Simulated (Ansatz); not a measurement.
# NClO (nitrosyl chloride): levels of theory compared

We compute a comparison of 5 runs (UHF/STO-3G, UPBE0/STO-3G, wB97M-V/STO-3G, CCSDTQ/STO-3G, CCSD/STO-3G) of NClO (nitrosyl chloride). 

The results are computed with Ansatz 0.2.0.

50 further runs of the same task are left out: 5 that didn't finish, 45 set aside as unsound or not needed.

**1. The molecule**

NClO: 3 atoms, total charge 0, spin state singlet. As SMILES, `O=NCl`. The Cl3–N2 distance was set to 2.430 Å, away from the relaxed value. At this shape a bond of the SMILES string is far longer than usual.

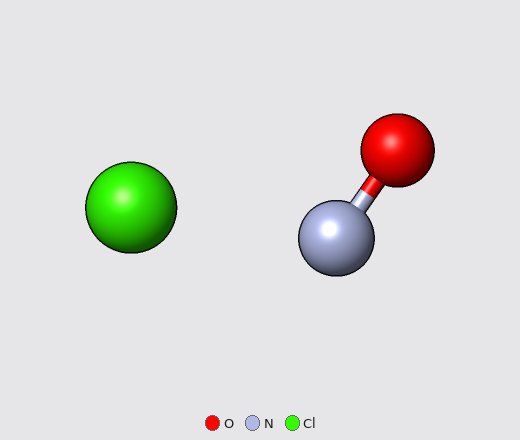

Viewed from a chosen angle; oxygen red, nitrogen light blue, chlorine green.

**2. A single-point energy at UHF/STO-3G (run 1)**

Input file molecule.yaml:

```yaml
crystal:
  periodic: [false, false, false]
  atoms:
    - {symbol: O, position_ang: [1.276126, -0.722694, 0.624431]}
    - {symbol: N, position_ang: [0.328096, -0.983914, 0.074711]}
    - {symbol: Cl, position_ang: [-1.052130, 0.937900, -0.478040]}
basis:
  gaussian:
    orbitals: STO-3G
accuracy: high
hamiltonian:
  xc: hf
magnetization:
  spin_polarized: true
```

The run is started by

```
$ ansatz run molecule.yaml --threads 1 --pin off --max-ram 3480MiB --events-out events.jsonl --progress --plain --runs-dir runs
```

The log of the run:

```text
Warning: RAYON_NUM_THREADS=1 ignored (pool sized by the plan → 1); use --threads N
Functional definition: HF
  name "HF"
  exchange = exact_x
  correlation = 0
313 factors; integrals over basis functions are off by at most 3.2e-8 eV
mean field evaluation 1: about -15834.0320 eV, gradient 8.2e0 eV
mean field evaluation 2: about -15834.0902 eV, gradient 8.3e0 eV
mean field evaluation 4: about -15836.9709 eV, gradient 2.2e0 eV
mean field evaluation 8: about -15837.1637 eV, gradient 1.1e-1 eV
mean field evaluation 16: about -15837.1528 eV, gradient 1.0e-8 eV
mean field evaluation 32: about -15838.8398 eV, gradient 1.6e-8 eV
mean field evaluation 64: about -15838.7361 eV, gradient 2.6e-1 eV
mean field evaluation 96: about -15838.8075 eV, gradient 5.8e-1 eV
mean field evaluation 128: about -15838.2331 eV, gradient 6.6e-1 eV
mean field evaluation 160: about -15838.5060 eV, gradient 1.4e0 eV
mean field evaluation 192: about -15838.5988 eV, gradient 1.8e-1 eV
mean field evaluation 224: about -15838.8260 eV, gradient 1.7e-1 eV
mean field evaluation 256: about -15837.1528 eV, gradient 3.2e-4 eV
mean field evaluation 288: about -15838.8322 eV, gradient 5.8e-1 eV
mean field -15838.83975385 eV, -582.0666250029 hartree, gradient 2.0e-8 eV, S^2 0.953309; 12 other end points of the search recorded, 0 dependent functions left out
reference -15838.83975385 eV, -582.0666250029 hartree; 16, 16 occupied and 3, 3 virtual orbitals, 313 factors
Total energy: -15838.83975385 eV, -582.0666250029 hartree
```

Run time: 0.64 s. Hardware: 1 thread of Arm Neoverse V1, shared host.

**3. The energy at UPBE0/STO-3G (run 2)**

Input file job.yaml:

```yaml
basis:
  gaussian:
    orbitals: STO-3G
crystal:
  periodic: [false, false, false]
  atoms:
    - {symbol: O, position_ang: [1.276126, -0.722694, 0.624431]}
    - {symbol: "N", position_ang: [0.328096, -0.983914, 0.074711]}
    - {symbol: Cl, position_ang: [-1.052130, 0.937900, -0.478040]}
magnetization:
  spin_polarized: true
  initial_magnetization: 0
hamiltonian:
  xc: {name: PBE0}
accuracy: high
```

The run is started by

```
$ ansatz run job.yaml --threads 1 --pin off --max-ram 3480MiB --events-out events.jsonl --progress --plain --runs-dir runs
```

The log of the run:

```text
Warning: RAYON_NUM_THREADS=1 ignored (pool sized by the plan → 1); use --threads N
Functional definition: PBE0
  name "PBE0"
  parameter a = 0.25
  parameter kappa = 0.804
  parameter beta = 0.06672455060314922
  exchange = (1 - a)*pbe_x(kappa = kappa, mu = beta*pi^2/3) + a*exact_x
  correlation = pbe_c(beta = beta)
313 factors; integrals over basis functions are off by at most 3.2e-8 eV
mean field evaluation 1: about -15860.0659 eV, gradient 1.3e1 eV
mean field evaluation 2: about -15764.8316 eV, gradient 4.0e1 eV
mean field evaluation 4: about -15863.4375 eV, gradient 9.2e0 eV
mean field evaluation 8: about -15863.4174 eV, gradient 9.2e0 eV
mean field evaluation 16: about -15865.0328 eV, gradient 6.4e-7 eV
mean field evaluation 32: about -15857.3347 eV, gradient 1.5e1 eV
mean field evaluation 64: about -15865.0087 eV, gradient 1.7e0 eV
mean field -15865.10138807 eV, -583.0317222596 hartree, gradient 2.3e-8 eV, S^2 0.313731; 7 other end points of the search recorded, 0 dependent functions left out
reference -15865.10138894 eV, -583.0317222916 hartree; 16, 16 occupied and 3, 3 virtual orbitals, 313 factors
Total energy: -15865.10138894 eV, -583.0317222916 hartree
```

Run time: 4.2 s. Hardware: 1 thread of Arm Neoverse V1, shared host; peak memory 0.11 GiB.

Run 3 isn't shown in full; the table further down has it.

**4. A single-point energy at CCSDTQ/STO-3G (run 4)**

Input file in.yaml:

```yaml
crystal:
  periodic: [false, false, false]
  atoms:
    - {symbol: O, position_ang: [1.276126, -0.722694, 0.624431]}
    - {symbol: N, position_ang: [0.328096, -0.983914, 0.074711]}
    - {symbol: Cl, position_ang: [-1.052130, 0.937900, -0.478040]}
basis:
  gaussian:
    orbitals: STO-3G
correlation:
  method: ccsdtq
  frozen_orbitals: {Cl: 5, "N": 1, O: 1}
scf:
  omitted_lower_state_checks: [cluster_reference, increment]
accuracy: high
magnetization:
  spin_polarized: false
```

The run is started by

```
$ ansatz run in.yaml --threads 1 --pin off --max-ram 3480MiB --events-out events.jsonl --progress --plain --runs-dir runs
```

The log of the run:

```text
Warning: RAYON_NUM_THREADS=1 ignored (pool sized by the plan → 1); use --threads N
[... 12 lines left out ...]
7 core orbitals not correlated: weight in the atoms' cores, before any rotation towards them, 1.000 or more for the frozen orbitals, at most 0.000 for the correlated occupied ones
[... 51 lines left out ...]
WARN: these amplitudes may be one of several solutions (largest doubles amplitude 0.42, level shift 3.34 eV)
Total energy: -15842.92207248 eV, -582.2166474453 hartree
Checks for a lower state left out: cluster_reference, increment
```

Wall time 15 s (1 thread of Arm Neoverse V1, shared host); peak memory 0.49 GiB.

**5. A single-point energy at CCSD/STO-3G (run 5)**

Changes to in.yaml since step 4:

```diff
@@ -10,3 +10,3 @@
 correlation:
-  method: ccsdtq
+  method: ccsd
   frozen_orbitals: {Cl: 5, "N": 1, O: 1}
@@ -15,3 +15 @@
 accuracy: high
-magnetization:
-  spin_polarized: false
```

The run is started by

```
$ ansatz run in.yaml --threads 1 --pin off --max-ram 3480MiB --events-out events.jsonl --progress --plain --runs-dir runs
```

The log of the run:

```text
Warning: RAYON_NUM_THREADS=1 ignored (pool sized by the plan → 1); use --threads N
[... 12 lines left out ...]
7 core orbitals not correlated: weight in the atoms' cores, before any rotation towards them, 1.000 or more for the frozen orbitals, at most 0.000 for the correlated occupied ones
[... 34 lines left out ...]
WARN: these amplitudes may be one of several solutions (largest doubles amplitude 0.37, level shift 3.34 eV)
Total energy: -15842.52238782 eV, -582.2019593050 hartree
Checks for a lower state left out: cluster_reference, increment
```

Wall time 0.22 s (1 thread of Arm Neoverse V1, shared host).

**6. The series**

```
run           level  frozen core orbitals  energy (Eh)  wall time
  1      UHF/STO-3G                     –  -582.066625     0.64 s
  2    UPBE0/STO-3G                     –  -583.031722      4.2 s
  3  wB97M-V/STO-3G                     –  -583.329405       13 s
  4   CCSDTQ/STO-3G                     7  -582.216647       15 s
  5     CCSD/STO-3G                     7  -582.201959     0.22 s
```

**7. What came out**

```
                                          quantity          value
                               run 5: total energy  -582.20196 Eh
run 5: correlation energy (7 core orbitals frozen)     -197.3 mEh
                              run 5: T1 diagnostic          0.021
```

Below the UHF energy at the same shape and in the same basis (STO-3G): CCSDTQ -150.0 mEh; CCSD -135.3 mEh. Some of these start from another determinant than that one, so these aren't their correlation energies. Totals of different functionals can't be ranked against each other. In runs 4, 5 the log says that unrestricted orbitals would lower the reference, so the values rest on an unstable closed-shell determinant (other closed-shell runs at this shape may share the fault). In runs 1, 2, 3, 4, 5 the basis is minimal, so the values are rough. Spin contamination of the reference: run 1 ⟨S²⟩ = 0.95, run 2 ⟨S²⟩ = 0.31. Where it is this large, the reference is a mixture of spin states, and values that rest on it are in doubt. All runs together took 33 s, the longest 15 s.
